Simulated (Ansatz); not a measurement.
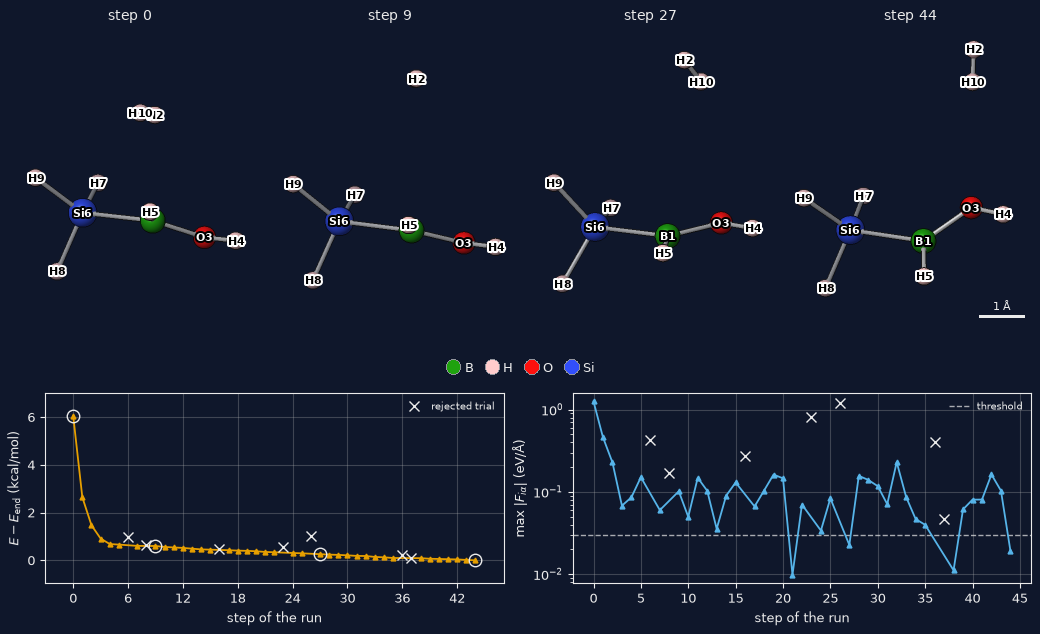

Frames of a relaxation of BSiH$_{7}$O, marked on the history of the run. The picture is a ball-and-stick view, seen from a free direction.

The run prepares an end point of a later path (reaction) calculation, from a guessed geometry.

The calculation used RHF/def2-SVP (Ansatz 0.2.0). (no spin polarisation; force threshold 0.03 eV/Å; at most 50 steps)

Q: Describe the path.

A: The largest move after the best rigid fit is that of H2, 1.77 Å. By element the largest moves are H 1.77 Å, O 0.80 Å, B 0.51 Å, Si 0.48 Å. Near-neighbour distances that change, for instance: B1–Si6 1.983 → 2.051 Å, H2–H10 0.710 → 0.747 Å, Si6–H9 1.485 → 1.489 Å. Groups turn about B1–Si6 by about 55°. Over 37 accepted moves (44 points after the start) the energy falls by 6.05 kcal/mol. Largest force component: 1.3 eV/Å at the start, 0.019 eV/Å at the end. The line search rejected the trial steps at points 6, 8, 16, 23, 26, 36, 37 of the run. The forces were under the threshold at step 21, but the run went on from there. From step 0 to 9: H atoms move most (0.85 Å), energy −5.45 kcal/mol. From step 9 to 27: H5 moves most (0.65 Å), energy −0.34 kcal/mol. From step 27 to 44: H2 moves most (0.76 Å), energy −0.26 kcal/mol.

Limits of the set-up: the start holds two separate molecules, 2.4 Å apart at their closest, whose relative position is a soft coordinate and is computed without a dispersion correction; Hartree-Fock leaves out electron correlation.
